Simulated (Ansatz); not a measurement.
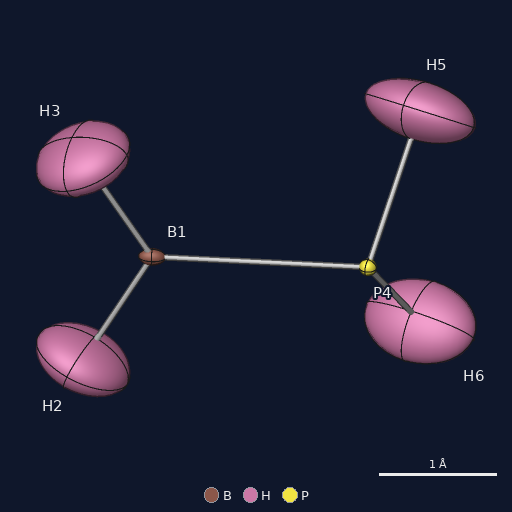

Displacement ellipsoids at the 50 % level, enlarged 2 times, from the internal vibrations of the free molecule (harmonic, no overall translation or rotation; no half-axis is drawn under 0.075 Å). Vibrations computed with RKS PBE0-D4/def2-TZVP (Ansatz 0.2.0). Temperature: 0 K (zero-point motion alone).

Which atom has the largest mean-square displacement?

Answer. H5, H6, with U_eq = 0.0163 Å².

Does H6 move more along its bond or across it?

Answer. Across it: the root-mean-square amplitude is 0.081 Å along the bond and up to 0.167 Å across, since bending and torsion are softer than stretching.

List U_eq and the three principal root-mean-square amplitudes for each kind of atom.

```json
{"atom": "B1", "U_eq (Å²)": "0.00077", "rms amplitudes (Å)": "0.021, 0.021, 0.038"}
{"atom": "H2, H3", "U_eq (Å²)": "0.0144", "rms amplitudes (Å)": "0.079, 0.132, 0.140"}
{"atom": "P4", "U_eq (Å²)": "0.00014", "rms amplitudes (Å)": "0.007, 0.008, 0.017"}
{"atom": "H5, H6", "U_eq (Å²)": "0.0163", "rms amplitudes (Å)": "0.081, 0.119, 0.167"}
```
